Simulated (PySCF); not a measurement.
Coordinates of CH₈SSi₂, SMILES C[SiH2]S[SiH3] (Å):

```xyz
12

C     -2.1929     0.3813     0.3164
Si    -0.4451     0.4477     0.9756
S      0.8627     0.7070    -0.7221
Si     2.7408     0.8643     0.3074
H     -2.4436     1.3181    -0.2035
H     -2.3098    -0.4520    -0.3922
H     -2.9069     0.2390     1.1425
H     -0.0854    -0.8100     1.7005
H     -0.2644     1.5897     1.9247
H      3.0222    -0.3669     1.1059
H      2.7533     2.0398     1.2294
H      3.7832     1.0341    -0.7436
```

GIAO shifts, PBE0/6-31G(d) with PySCF 2.14.0, at a PBE0-D3(BJ)/def2-SVP geometry (no frequency check), against TMS for ¹H computed at the same level. Gas phase, fully decoupled, line heights follow the number of nuclei, widths are arbitrary (no quadrupolar broadening); values of one conformer, averaged over methyl-type rotors and exact or near symmetry; other conformers aren't averaged in.

**Which ¹H signals does it give?**

3 signals.


| δ (ppm) | nuclei | atoms |
| --- | --- | --- |
| 4.90 | 2 | H8, H9 |
| 4.72 | 3 | H10, H11, H12 |
| 0.45 | 3 | H5, H6, H7 |

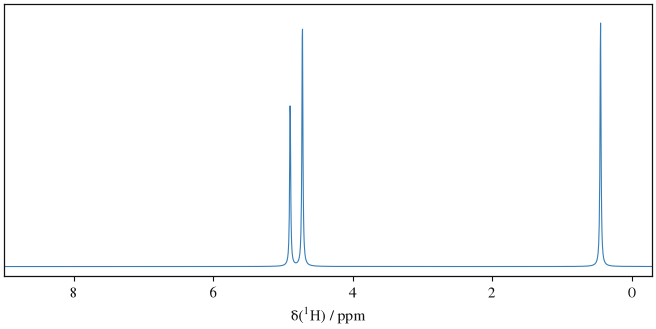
